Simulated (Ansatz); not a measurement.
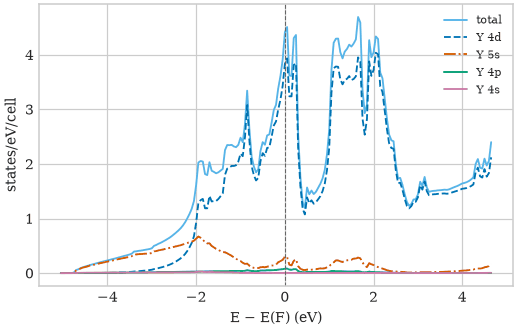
Fig. 1. Total and projected density of states of Y (hcp (Mg type), P6_3/mmc), plane-wave PAW LDA (Ansatz code)

### Question
Which orbitals carry the states next to the Fermi level?

### Answer
Within 0.5 eV of the Fermi level: Y 4d 89 %, Y 5s 5 %. Projections are on Löwdin-orthogonalised atomic valence shells; empty p or d shells of many metals are not among them.

The cell was relaxed with LDA under the symmetry of its start. The run is not spin-polarised. Scalar-relativistic: spin–orbit coupling is off unless named, which matters more the heavier the elements.

Potentials: the later of the program's two PAW sets.
